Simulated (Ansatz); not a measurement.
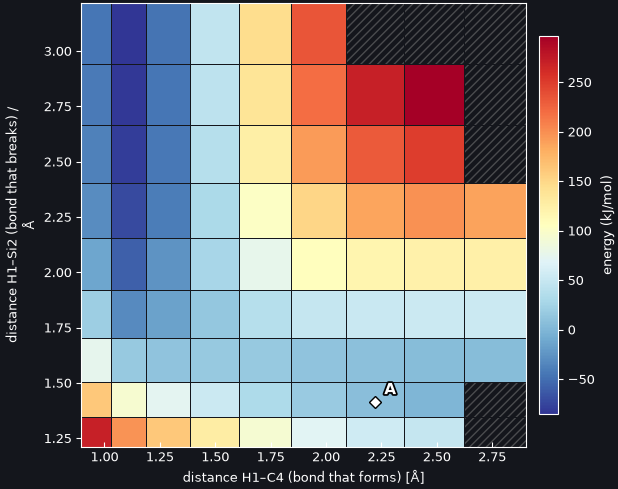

The reacting system CH₇OSi (fragments H₄OSi + CH₃ where the first distance is long, CH₄ + H₃OSi where the second is long), spin multiplicity 2. 
- First axis: distance H1–C4 (bond that forms). Second axis: distance H1–Si2 (bond that breaks).
- Relaxed at each point: all other coordinates.
- The grid has 9 × 9 points. At 7 points there is no value.
- Points are written as (first, second).
- Energies: kJ/mol, counted from a guessed transition structure relaxed with its forming and breaking bonds held.
- Energies and slopes of some neighbouring points disagree (a jump in structure or state, or too coarse a mesh).
- All numbers below come from UKS PBE0-D4/def2-SVP (Ansatz).

In the figure: one coloured cell a grid point, hatched blanks where no value was computed, the point A.

> Is A at rest? If not, where is it pushed?

A, at (2.219 Å, 1.412 Å), is not a stationary point. The computed force is 32 kJ/mol for each Å towards larger values of the first coordinate and 172 kJ/mol for each Å towards larger values of the second coordinate.
